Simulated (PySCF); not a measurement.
# SiSe: bond curves at several levels of theory

Aim: find the lowest electronic state of SiSe, scan its bond at several levels of theory, and get bond length, wavenumber and dissociation energy from each curve.

The runs use PySCF 2.14.0; Si cc-pV(D+d)Z, Se cc-pVDZ-PP with ECP10, scalar-relativistic core potentials.

### Step 1. The job

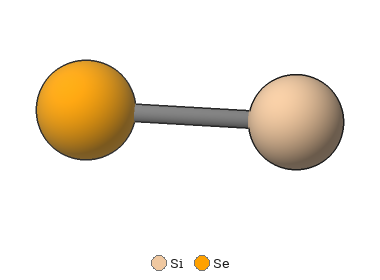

The two atoms at the starting distance (silicon light orange, selenium orange).

Settings of the job:

- atoms: Si, Se
- charge: 0
- basis: Si cc-pV(D+d)Z, Se cc-pVDZ-PP with ECP10
- Hamiltonian: scalar-relativistic core potentials
- basis functions: 46
- electrons treated: 38
- masses in u: 27.9769, 79.9165
- levels: PBE0, PBE, r²SCAN, MN15, PBEsol, r²SCAN0, LC-ωPBE, HF, MP2, SCS-MP2, CCSD, CCSD(T)
- grid: 80 radial by 434 angular points
- occupations: held fixed by the projection of orbital angular momentum
- dissociation limit: Si + Se, each in its ground configuration
- starting distance in angstrom: 2.230
- values of 2S to try: 0, 2, 4

Run with:

```
$ OMP_NUM_THREADS=1 python dia.py task.json out
```

Further steps of the session: The PBE0 curve of the state that the search chose; Higher solutions at PBE0; PBE; r²SCAN (meta-GGA); MN15; PBEsol (GGA); r²SCAN0 (hybrid meta-GGA); LC-ωPBE (range-separated hybrid); RHF (mean field); Correlated methods on the Hartree–Fock reference.

What does the calculation give? Wanted: for each run, Re; ωe; De; μ.

**Answer**, as computed:

Lowest PBE0 solution found, without spin–orbit coupling: ¹Σ⁺ (singlet), closed shell. State 2 has its PBE0 minimum 2.53 eV higher. State 3 has its PBE0 minimum 4.83 eV higher. The other levels ran on the lowest alone.

```
      level  Re (Å)  ωe (cm⁻¹)  De (eV)  μ (D)
        RHF   2.045        637     3.17  -1.94
    RHF-MP2   2.081        584     5.20    n/a
RHF-SCS-MP2   2.080        586     5.04    n/a
   RHF-CCSD   2.075        596     4.77    n/a
RHF-CCSD(T)   2.089        571     5.03    n/a
        PBE   2.093        559     5.74  -1.12
     PBEsol   2.084        566     6.07  -1.12
     r²SCAN   2.074        581     5.55  -1.21
       PBE0   2.067        594     5.43  -1.33
    r²SCAN0   2.058        605     5.28  -1.40
       MN15   2.061        603     5.50  -1.28
    LC-ωPBE   2.036        639     5.00  -1.44
```

De is counted to Si + Se in their ground configurations. A positive dipole means Si(−)Se(+).

**Reading.** The methods spread over 0.058 Å in bond length, from LC-ωPBE to PBE. Of the levels with a De here, RHF gives the least (3.17 eV) and PBEsol the most (6.07 eV).

Correlated steps freeze 9 core orbitals. T1 is 0.020 near the minimum (highest on the curve 0.040), which may point to more than one leading configuration.
